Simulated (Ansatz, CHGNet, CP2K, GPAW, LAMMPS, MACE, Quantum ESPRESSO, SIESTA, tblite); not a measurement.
**Other levels on amorphous 67HfO2-33GeO2 (mol %) (72 atoms)**

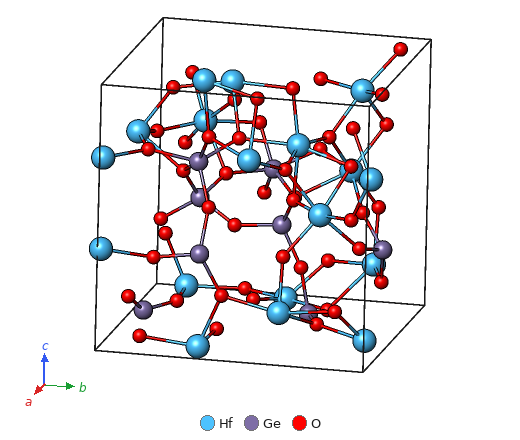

The cell (hafnium blue, germanium purple, oxygen red). Some periodic images of atoms are drawn too.

Density of this cell: 7.04 g/cm³. The cell holds 72 atoms: 16 Hf, 8 Ge and 48 O. Its edges and angles: a = 9.973 Å, b = 9.973 Å, c = 9.973 Å, α = 90.0°, β = 90.0°, γ = 90.0°. 72 atoms (16 Zr, 8 Ge, 48 O) placed at random at 4.59 g/cm³, melted at 5000 K for 10 ps at fixed volume with the Morse and Coulomb pair potential with partial charges (Pedone, Malavasi, Menziani, Cormack and Segre, J. Phys. Chem. B 110, 11780 (2006)). Quenched from 5000 K to 300 K at 20 K/ps and fixed volume, held 10 ps at zero pressure, then minimised at fixed cell. Then Zr was replaced by Hf and the cell scaled by 1.008 (the potential has no terms for the new elements, so the cell is a start for a DFT relaxation).

Geometry: as built.

The reference, a calculation:

```
method                                           : Kohn-Sham DFT, PBE, PAW, plane waves (Ansatz 0.2.0); cutoff 420 eV, Γ point, fermi-dirac smearing of 0.05 eV; PAW set soft_2
r.m.s. force component                           : 0.7386 eV/Å
longest force                                    : 3.019 eV/Å
pressure                                         : -4.67 GPa
gap (highest filled to lowest empty level) : 2.065 eV
SCF cycles                                       : 11
time                                             : 24 s on 4 threads of Arm Neoverse V1, shared host
CPU time                                         : 92 s
```

Q: Estimate the differences from the reference, the CPU time and the memory of each run.
- GPAW PBE, LCAO szp(dzp), h 0.18 Å (GPAW 26.7.0; 1 thread)
- SIESTA PBE, DZP, shift 0.04 Ry, mesh 500 Ry (SIESTA 5.4.2; 2 MPI ranks)
- MACE MP-0b2 small potential (MACE MP-0b2 small; 1 thread)
- SIESTA PBE, SZP, shift 0.01 Ry, mesh 500 Ry (SIESTA 5.4.2; 2 MPI ranks)
- SIESTA PBE, DZP, shift 0.01 Ry, mesh 500 Ry (SIESTA 5.4.2; 2 MPI ranks)
- CP2K PBE, SZV-MOLOPT-SR, 600/50 Ry, OT DIIS (CP2K 2026.2; 2 threads)
- CHGNet 0.3.0 potential (CHGNet 0.3.0; 1 thread)
- CP2K PBE, DZVP-UZH, 600/50 Ry, OT DIIS (CP2K 2026.2; 4 MPI ranks)
- GPAW PBE, LCAO dzp, h 0.18 Å, other mixer settings (GPAW 26.7.0; 1 thread)
- tblite GFN1-xTB (tblite 0.8.0; 1 thread)

Differences are against the plane-wave reference, forces as r.m.s. over components; share is that over the reference's r.m.s. force, slope the least-squares factor from reference forces to these. Total energies of different programs have different zeros and aren't compared.

```csv
run,"Δ force, r.m.s. (meV/Å)",share (%),slope,Δ pressure (GPa),Δ gap (eV),cores,CPU time,memory (GiB)
reference,-,-,-,-,-,4,92 s,1.6
"GPAW PBE, LCAO szp(dzp), h 0.18 Å (coarse)",348,47.1,1.251,-,-0.146,1,3.5 min,1.6
"SIESTA PBE, DZP, shift 0.04 Ry, mesh 500 Ry (coarse)",258,34.9,1.200,-17.0,-0.429,2,3.2 min,1.5
MACE MP-0b2 small potential,169,22.9,0.862,-1.28,-,1,7.7 s,0.66
"SIESTA PBE, SZP, shift 0.01 Ry, mesh 500 Ry (coarse)",377,51.1,1.338,3.31,-0.276,2,4.5 min,1.8
"SIESTA PBE, DZP, shift 0.01 Ry, mesh 500 Ry",256,34.7,1.213,2.12,-0.205,2,5.8 min,2.1
"CP2K PBE, SZV-MOLOPT-SR, 600/50 Ry, OT DIIS (coarse)",546,73.9,1.434,1.01,-0.226,2,6 min,1.4
CHGNet 0.3.0 potential,174,23.6,0.903,-1.56,-,1,4.1 s,1.0
"CP2K PBE, DZVP-UZH, 600/50 Ry, OT DIIS",148,20.1,1.112,-2.25,-0.110,4,12 min,3.3
"GPAW PBE, LCAO dzp, h 0.18 Å, other mixer settings",286,38.7,1.206,-,-0.108,1,7.4 min,1.6
tblite GFN1-xTB,758,103,0.533,-0.968,-,1,4.9 s,0.11
```

Rows marked coarse were listed beforehand as settings not expected to be converged; some can still land near the reference.

Times of the machine-learned potentials are mostly Python's start and the loading of weights.

CPU time is summed over cores on a shared host, where runs went side by side, so it is rough. Symmetry, cutoffs, thresholds, outputs and thread counts weren't matched or tuned between programs; memory under MPI is the largest rank's times the ranks.

The PBE runs in local orbitals, coarse settings apart, differ by 20 % (CP2K PBE, DZVP-UZH, 600/50 Ry, OT DIIS) to 39 % (GPAW PBE, LCAO dzp, h 0.18 Å, other mixer settings); basis, grid and potentials can all enter. Tight binding differs by 103 % (tblite GFN1-xTB); it is another model, with fitted parameters of its own, and the xTB methods hold dispersion. Machine-learned potentials differ by 23 % (MACE MP-0b2 small potential) to 24 % (CHGNet 0.3.0 potential); they were trained on other programs' data. Runs with settings chosen to be coarse differ by 35 % (SIESTA PBE, DZP, shift 0.04 Ry, mesh 500 Ry) to 74 % (CP2K PBE, SZV-MOLOPT-SR, 600/50 Ry, OT DIIS), their programs' other errors included. Periodic xTB results under one method name differ between programs and library versions. Machine-learned potentials mimic data converged in k, so the reference's own k-point error enters their differences. The network of bonds at the start is that of the classical potential that made the cell, and needn't be the one that DFT or experiment would give. The electronic-structure runs sample only Γ, in a cell whose shortest periodic width is 10 Å.

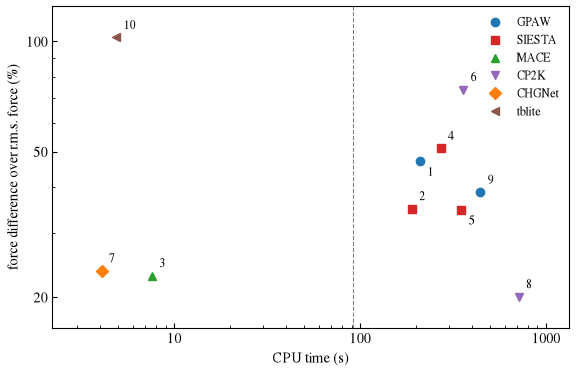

Force difference against CPU time; the dashed line marks the reference's time. Points: 1 GPAW PBE, LCAO szp(dzp), h 0.18 Å; 2 SIESTA PBE, DZP, shift 0.04 Ry, mesh 500 Ry; 3 MACE MP-0b2 small potential; 4 SIESTA PBE, SZP, shift 0.01 Ry, mesh 500 Ry; 5 SIESTA PBE, DZP, shift 0.01 Ry, mesh 500 Ry; 6 CP2K PBE, SZV-MOLOPT-SR, 600/50 Ry, OT DIIS; 7 CHGNet 0.3.0 potential; 8 CP2K PBE, DZVP-UZH, 600/50 Ry, OT DIIS; 9 GPAW PBE, LCAO dzp, h 0.18 Å, other mixer settings; 10 tblite GFN1-xTB.

[Logs are printed without paths, hosts, clocks, repeated set-up lines and the standing remarks that a program may print on its own settings, such as how far it seeks lower states.]

[Hosts, paths, dates, database ids (printed as entryN), source tags and the programs' standing remarks are cut or masked in the printed files.]
